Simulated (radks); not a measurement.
System: atomic mercury (Hg), configuration [Xe] 4f14 5d10 6s2. The calculation used the in-house radial solver radks at this level: scalar-relativistic Kohn-Sham, LDA (Slater exchange, Perdew-Wang correlation), spin-polarised, spherical densities, finite nucleus.

```
Z 80
configuration [Hg]
relativity scalar-relativistic
functional lda,pw
spin polarised
nucleus finite rms 5.4648 fm
c 137.035999084
```

Wanted: the number of electrons inside radius r (solid) and the radial density 4πr²ρ (dashed).

The count levels off at 80 electrons. Half of them lie within 0.377 bohr, 90 % within 1.38 bohr and 99 % within 3.14 bohr. The radial density has minima at 0.0213, 0.0914 and 0.261 bohr, where the count stands at 1.9, 11.0 and 30.0; these part the shells that the density resolves.

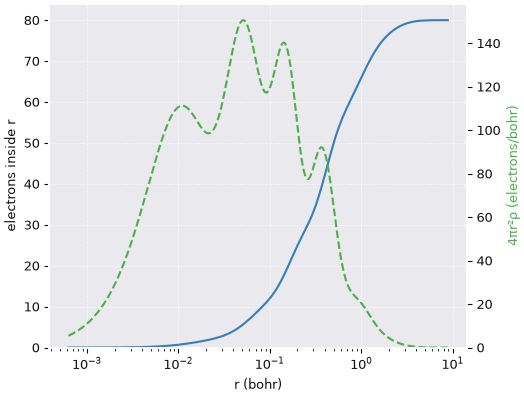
